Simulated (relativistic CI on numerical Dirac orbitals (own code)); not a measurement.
# Relativistic CI calculation for Sn⁸⁺

Sn⁸⁺. Computed at this level: Dirac-Coulomb-Breit CI, KLI orbitals optimised for each configuration, model QED (radiative potential, 1s self-energy scaled to tabulated hydrogen-like ionisation energies) (relativistic CI on numerical Dirac orbitals, in-house).

Input file:
```
atom Sn  Z=50  charge=8  electrons=42
nucleus A=120  rms_radius_fm=4.6519
hamiltonian dirac-coulomb  breit=on  qed=on  c_scale=1
orbitals kli  potential=per-configuration
slater_scale 1
correlation none
mixing on
configurations
  [Kr] 4d6
  [Ar] 3d10 4s2 4p5 4d7
  [Kr] 4d5 4f
  [Kr] 4d5 5s
  [Kr] 4d5 5p
  [Ar] 3d10 4s 4p6 4d7
  [Kr] 4d4 5s 5p
  [Kr] 4d5 5d
  [Ar] 3d10 4s2 4p5 4d6 4f
  [Kr] 4d4 4f 5s
  [Kr] 4d5 6s
  [Kr] 4d5 6p
  [Kr] 4d5 5f
  [Ar] 3d10 4s 4p6 4d6 4f
  [Ar] 3d10 4s2 4p5 4d6 5s
  [Kr] 4d5 7s
  [Kr] 4d5 7p
  [Kr] 4d5 6f
  [Kr] 4d5 7f
  [Ar] 3d10 4s 4p6 4d6 5s
  [Kr] 4d4 5s2
  [Kr] 4d3 4f 5s2
  [Kr] 4d3 5s2 5p
  [Kr] 4d3 5s2 5d
  [Ar] 3d10 4p6 4d8
  [Ar] 3d10 4p5 4d9
  [Ar] 3d10 4s 4p6 4d5 5s2
  [Ar] 3d10 4s 4p6 4d4 4f 5s2
  [Ar] 3d10 4s 4p6 4d4 5s2 5p
  [Ar] 3d10 4s 4p6 4d4 5s2 5d
end
```

Hardware: 1 thread of AMD EPYC (Zen 3), 64 GiB of memory available, shared host.

The run was one of a batch that the task file lists, launched with:
```bash
python <driver script> task.json out
```

The program writes its results to a structured record and prints no log; tables and figures of this report are taken from that record.

The lowest 45 levels:

| Configuration | Level | E (cm⁻¹) | LS purity (%) | Landé g | Lifetime (s; – stable or not computed) |
| --- | --- | --- | --- | --- | --- |
| 4d⁶ | ⁵D₄ | 0 | 93 | 1.487 | – |
| 4d⁶ | ⁵D₃ | 4,925 | 96 | 1.492 | 2.5×10⁻¹ |
| 4d⁶ | ⁵D₂ | 6,934 | 91 | 1.491 | 2.1×10⁰ |
| 4d⁶ | ⁵D₁ | 8,793 | 93 | 1.494 | 1.8×10⁰ |
| 4d⁶ | ⁵D₀ | 9,571 | 92 | – | 1.4×10¹ |
| 4d⁶ | J = 4 (even, mixed) | 27,700 | 42 | 0.984 | 4.3×10⁻² |
| 4d⁶ | ³H₆ | 28,630 | 90 | 1.153 | 6.5×10³ |
| 4d⁶ | [(4d₃/₂)³ (4d₅/₂)³] J = 5 | 29,530 | 71 | 1.080 | 1.7×10⁰ |
| 4d⁶ | ³P₂ | 31,470 | 82 | 1.457 | 1.2×10⁻² |
| 4d⁶ | ³F₃ | 35,580 | 64 | 0.986 | 2.4×10⁻² |
| 4d⁶ | [(4d₃/₂)² (4d₅/₂)⁴] J = 4 | 36,450 | 46 | 1.038 | 1.9×10⁻² |
| 4d⁶ | ³F₂ | 37,090 | 88 | 0.713 | 4.3×10⁻² |
| 4d⁶ | [(4d₃/₂)² (4d₅/₂)⁴] J = 5 | 40,440 | 71 | 1.153 | 5.4×10⁻² |
| 4d⁶ | ³G₄ | 43,600 | 69 | 1.075 | 4.9×10⁻² |
| 4d⁶ | ³P₁ | 43,680 | 72 | 1.287 | 9.2×10⁻³ |
| 4d⁶ | ³P₀ | 44,850 | 67 | – | 1.1×10⁻² |
| 4d⁶ | ³G₃ | 45,140 | 65 | 0.864 | 3.5×10⁻² |
| 4d⁶ | ¹I₆ | 47,050 | 90 | 1.013 | 4.6×10⁻² |
| 4d⁶ | ³D₂ | 49,030 | 78 | 1.166 | 3.5×10⁻² |
| 4d⁶ | ³D₃ | 50,420 | 91 | 1.315 | 1.7×10⁻² |
| 4d⁶ | ³D₁ | 51,190 | 76 | 0.725 | 1.9×10⁻² |
| 4d⁶ | ¹G₄ | 56,090 | 79 | 1.015 | 1.2×10⁻² |
| 4d⁶ | ¹D₂ | 61,820 | 76 | 1.017 | 1.3×10⁻² |
| 4d⁶ | J = 0 (even, mixed) | 64,090 | 51 | – | 9.9×10⁻³ |
| 4d⁶ | ¹F₃ | 65,400 | 80 | 1.014 | 3.7×10⁻² |
| 4d⁶ | ³P₀ | 78,050 | 72 | – | 4.3×10⁻³ |
| 4d⁶ | ³P₁ | 78,210 | 97 | 1.493 | 6.5×10⁻³ |
| 4d⁶ | ³F₄ | 81,030 | 90 | 1.228 | 7.7×10⁻³ |
| 4d⁶ | ³F₂ | 81,880 | 96 | 0.678 | 8.2×10⁻³ |
| 4d⁶ | ³F₃ | 85,040 | 81 | 1.076 | 7.8×10⁻³ |
| 4d⁶ | ³P₂ | 86,700 | 93 | 1.474 | 8.0×10⁻³ |
| 4d⁶ | ¹G₄ | 91,450 | 90 | 1.019 | 7.0×10⁻³ |
| 4d⁶ | ¹D₂ | 120,000 | 97 | 1.000 | 4.5×10⁻³ |
| 4d⁶ | ¹S₀ | 158,900 | 98 | – | 1.9×10⁻³ |
| 4d⁵ 5s | ⁷S₃ | 369,700 | 97 | 1.990 | 1.5×10⁻⁴ |
| 4d⁵ 5s | ⁵S₂ | 391,600 | 95 | 1.977 | 7.9×10⁻⁷ |
| 4d⁵ 5s | ⁵G₂ | 413,200 | 85 | 0.424 | 3.4×10⁻⁶ |
| 4d⁵ 5s | ⁵G₃ | 413,600 | 66 | 1.086 | 3.3×10⁻⁶ |
| 4d⁵ 5s | ⁵G₄ | 415,000 | 92 | 1.163 | 3.6×10⁻⁶ |
| 4d⁵ 5s | ⁵G₆ | 415,100 | 96 | 1.326 | 3.4×10⁻⁶ |
| 4d⁵ 5s | ⁵G₅ | 415,500 | 96 | 1.264 | 3.6×10⁻⁶ |
| 4d⁵ 5s | J = 3 (even, mixed) | 416,400 | 38 | 1.402 | 3.2×10⁻⁶ |
| 4d⁵ 5s | [(4d₃/₂)³ (4d₅/₂)² 5s] J = 2 | 417,600 | 48 | 1.602 | 3.2×10⁻⁶ |
| 4d⁵ 5s | ⁵P₁ | 419,500 | 56 | 2.048 | 3.3×10⁻⁶ |
| 4d⁵ 5s | ⁵D₄ | 423,200 | 87 | 1.463 | 3.0×10⁻⁶ |

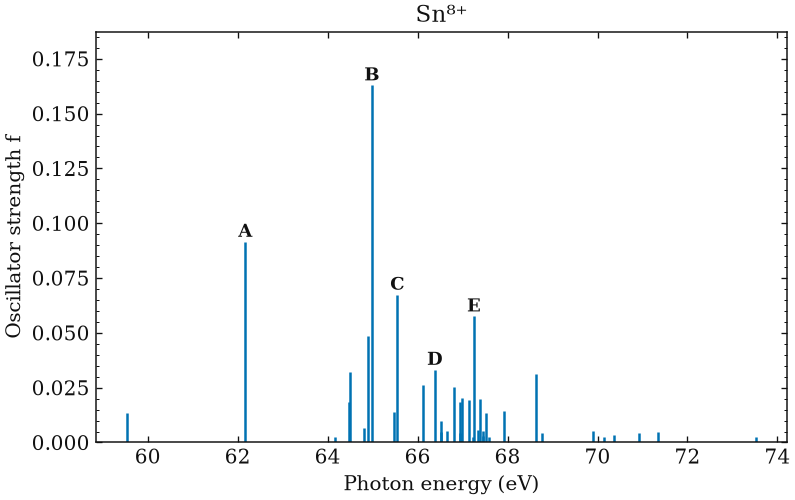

Absorption lines from the lowest level (oscillator strengths f) for Sn⁸⁺. A: 4p⁶ 4d⁵ 5p ⁵P°₃ ← 4p⁶ 4d⁶ ⁵D₄, 62.17 eV, f = 0.092; B: 4p⁶ 4d⁵ 5p ⁵F°₅ ← 4p⁶ 4d⁶ ⁵D₄, 64.98 eV, f = 0.16; C: 4p⁶ 4d⁵ 5p J = 3 (odd, mixed, level 128) ← 4p⁶ 4d⁶ ⁵D₄, 65.55 eV, f = 0.067; D: 4p⁶ 4d⁵ 5p J = 3 (odd, mixed, level 139) ← 4p⁶ 4d⁶ ⁵D₄, 66.39 eV, f = 0.033; E: 4p⁶ 4d⁵ 5p J = 4 (odd, mixed, level 167) ← 4p⁶ 4d⁶ ⁵D₄, 67.25 eV, f = 0.058. The strongest, B, lies in the extreme ultraviolet region.

Results in brief:

```
           quantity                    value
            outcome                converged
       lowest level              4p⁶ 4d⁶ ⁵D₄
first excited level  4p⁶ 4d⁶ ⁵D₃, 4,925 cm⁻¹
  ionisation energy               155.769 eV
    levels computed                     9511
     SCF iterations                      270
          wall time                     10 s
```

Remarks:

Limits: configurations can be misplaced by up to about 7 % of their energy; only a limited list of configurations is included, so lower levels can be missing; only lines among the lowest 400 of 9511 levels are drawn, so those from 4p⁵ 4d⁷ and 4p⁶ 4d⁵ 4f are incomplete.
